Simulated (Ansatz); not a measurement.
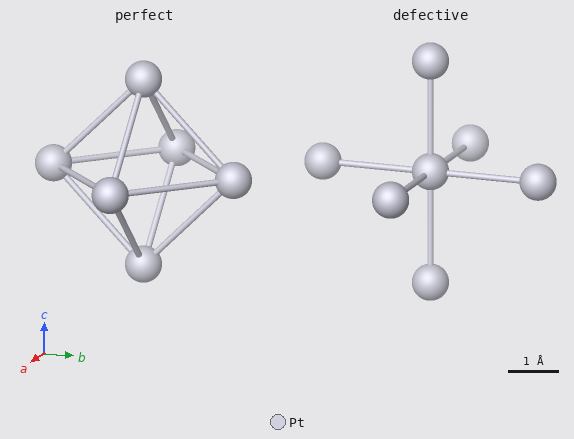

Left: perfect Pt. Right: the same region with one point defect, after relaxing the atoms in a supercell of 27 sites. The picture is a ball-and-stick view of the atoms within 3.3 Å of one point, seen slightly off an axis.

Theory: DFT LDA, scalar-relativistic, plane waves, PAW (Ansatz). Settings: plane-wave cutoff 420 eV; k-point mesh 4 × 4 × 4; occupations gaussian; smearing width 0.1 eV; no spin polarisation. The cell is small and the k-mesh coarse, so the numbers are rough. The axes drawn are those of the host's conventional cell.

> What kind of defect was made?

An extra platinum atom is put between the host's atoms (an interstitial).

The charge state of the cell is 0.

> What does the relaxation do around it?

The Pt atom starts with 6 Pt at 1.95 Å around its place and ends with 6 Pt at 2.33 Å. Of the host's atoms, a platinum atom moves furthest from its site, by 0.38 Å. The Pt atom itself moves 0.10 Å from where it was put.
